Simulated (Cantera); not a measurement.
A closed system holds: 1 mol toluene, 0.73 mol CO₂, equilibrated at 13.3 mbar.

Method: chemical equilibrium by Gibbs-energy minimisation in Cantera with the NASA 1993 tables (ideal gas, pure condensed phases). Candidate condensed phases: C, C₆H₆, C₇H₈, C₈H₁₈, H₂O; 110 gas species. Kinetics and transport are ignored.

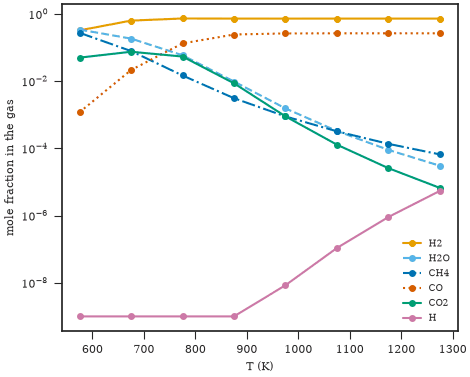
*Equilibrium gas composition (values under 1e-9 drawn at 1e-9)*

### Question
Read off the mole fractions at 1275 K.

### Answer
H₂ about 0.73, CO about 0.27, CH₄ about 6.6e-5, H₂O about 3.0e-5, CO₂ about 6.7e-6, H about 5.5e-6.
